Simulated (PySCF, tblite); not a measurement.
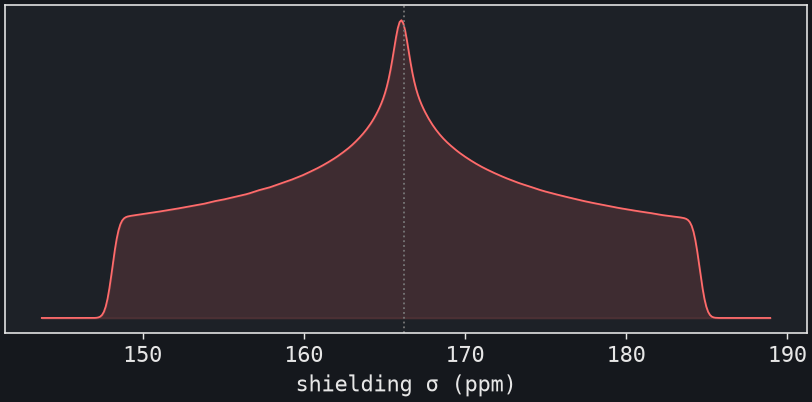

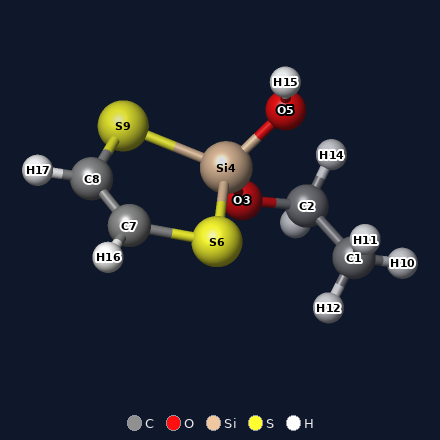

Static powder pattern (¹³C) from GIAO shielding tensors of C₄H₈O₂S₂Si, SMILES CCO[Si]1(O)SC=CS1, PBE0/pcSseg-1 in PySCF, at a GFN2-xTB geometry (a minimum by its frequencies); absolute shielding, one fixed geometry of the isolated molecule without any motion, no dipolar terms. The dotted line is the isotropic value; skew is 3(σiso − σ22)/span.

**The pattern belongs to C1. Give the principal values, span and skew.**

C1: σ11, σ22, σ33 = 148, 166, 185 ppm, isotropic 166, span 36 ppm, skew 0.02.

Known limits of this run: the tight-binding geometry is rougher than a DFT one and adds to the error; one conformer of a flexible molecule.
